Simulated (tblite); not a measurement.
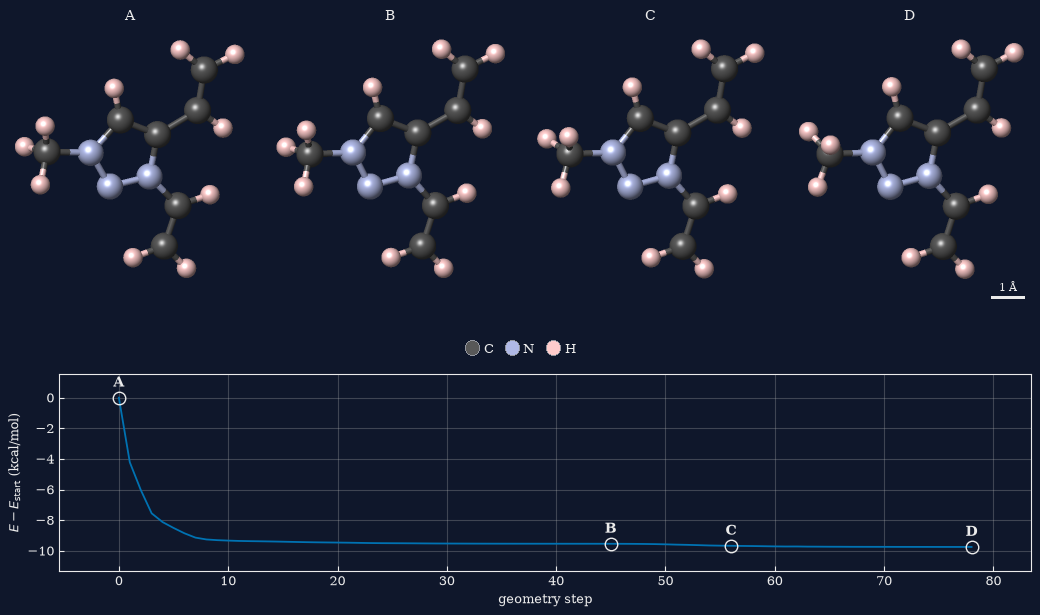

Frames of a relaxation of C₇H₁₀N₃ (charge +1), marked on the history of the run. Style: ball-and-stick. Shown at a tilt.

These are results of GFN2-xTB geometry optimisation, gas phase in tblite, not measurements. 

Describe the path.

After 78 geometry steps the energy has fallen by 9.75 kcal/mol. The atom that moves furthest after the best rigid fit is an H atom (0.64 Å). By element the largest moves are H 0.64 Å, C 0.13 Å, N 0.08 Å. Near-neighbour distances that change, for instance: N–N 1.338 → 1.296 Å, C–H 1.127 → 1.088 Å, C–N 1.428 → 1.401 Å, C–N 1.458 → 1.432 Å. Among the angles between lasting bonds that change: C–N–N 104.6° → 111.4°, C–N–N 127.1° → 120.7°, N–C–H 120.0° → 114.4°. Groups turn about C–N by about 35°. Cost: 0.45 s on 1 thread of Arm Neoverse V2 (shared host). From step 0 to 45: an H atom moves most (0.17 Å), energy −9.54 kcal/mol. From step 45 to 56: an H atom moves most (0.28 Å), energy −0.13 kcal/mol. From step 56 to 78: H atoms move most (0.28 Å), energy −0.07 kcal/mol.
